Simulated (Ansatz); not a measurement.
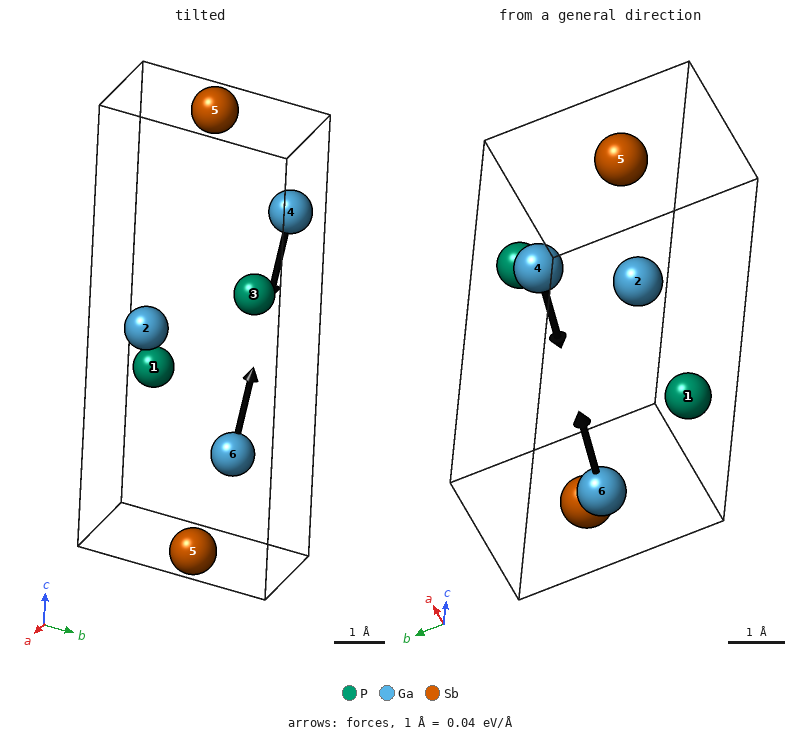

Crystal structure, spheres-only style, seen slightly off an axis and from a general direction. The lines enclose the cell (the run's own, in a reduced setting); boundary atoms appear with their images. The arrows are the computed forces on the atoms.

System: Ga3SbP2. All computed values are from Ansatz 0.2.0, DFT, PBE, plane waves, PAW. Settings: plane-wave cutoff 420 eV, k-points about 0.22 Å⁻¹ apart, Fermi-Dirac smearing of 0.02 eV, no spin polarisation.

Is the structure at rest?

No. The atoms still feel forces of up to about 0.059 eV/Å, above a usual threshold of 0.01 to 0.03 eV/Å.

Where is the maximum force, and how large is it?

Ga4 and Ga6, about 0.059 eV/Å.

The model was built from a structure type filled with these elements by a generator (whether the compound takes this form wasn't checked). Earlier steps of the study may have refined or changed the cell and positions. It was run through Ansatz as a DFT input.
